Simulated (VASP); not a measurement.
Band structure of GaBi (relaxed from the NiAs structure, space group P6_3/mmc). Computed with LDA (Ceperley-Alder, Perdew-Zunger), VASP's LDA PAW potentials (set 64) (plane waves; VASP).

Unless said otherwise, spin-orbit coupling is left out, though it shifts the bands of the heavy elements here.

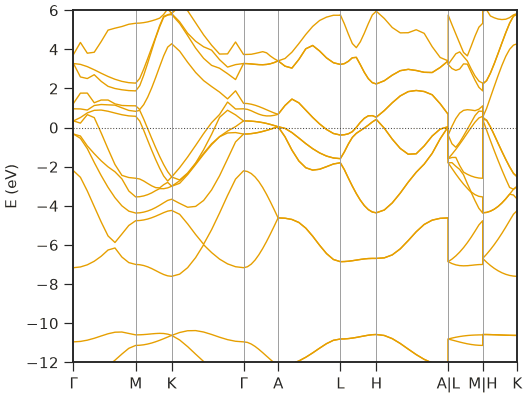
*Bands along high-symmetry lines, zero at the valence-band maximum or, without a gap, the Fermi level*

Problem. Read the plot: is there a gap, and where are the band edges?

Solution. It has no gap at this level: it comes out as a metal or semimetal. (Edges off the drawn lines would not show.)

The structure was generated: GaBi was put into the NiAs type (P6_3/mmc), which need not be its known phase. It was relaxed first.
